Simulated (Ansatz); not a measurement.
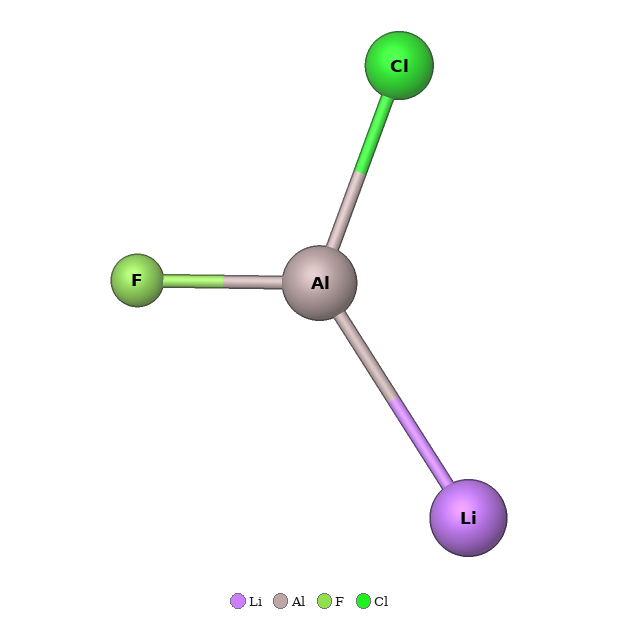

All atoms lie in one plane, which faces the viewer. Computed geometry: PBE-D4/def2-SVP optimisation. No frequency run is at hand to confirm it as a minimum.

> Which symmetry elements does this geometry have?

It has 1 mirror plane, so the point group is Cs. The group has 2 operations. The geometry is achiral, and symmetry allows a dipole moment.
